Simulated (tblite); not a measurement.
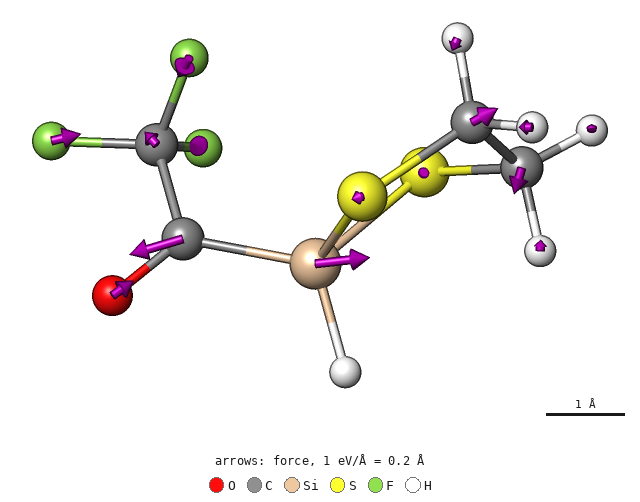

Starting geometry of C₄H₅F₃OS₂Si with the computed forces as purple arrows. The picture is a ball-and-stick view, seen from a free direction.

Method: GFN2-xTB geometry optimisation, gas phase in tblite 0.8.0. 

Question: What follows when this structure is relaxed?

Answer: It isn't relaxed: the largest force vector, on the Si atom, is 3.70 eV/Å. The final displacements have little in common with the starting forces (cosine between the two patterns 0.16). Over 105 geometry steps the energy falls by 16.6 kcal/mol. The atom that moves furthest after the best rigid fit is an F atom (0.79 Å). Largest moves by element: F 0.79 Å, H 0.68 Å, S 0.59 Å, O 0.55 Å, C 0.27 Å, Si 0.22 Å. Some distances before and after: C–Si 1.798 → 1.916 Å, C–F 1.384 → 1.330 Å, C–F 1.397 → 1.345 Å, S–Si 2.181 → 2.139 Å. Among the angles between lasting bonds that change: C–Si–H 115.7° → 105.8°, S–Si–S 93.3° → 101.3°, S–C–H 115.2° → 107.7°. Groups turn about C–C by about 30°, C–Si by about 25°.
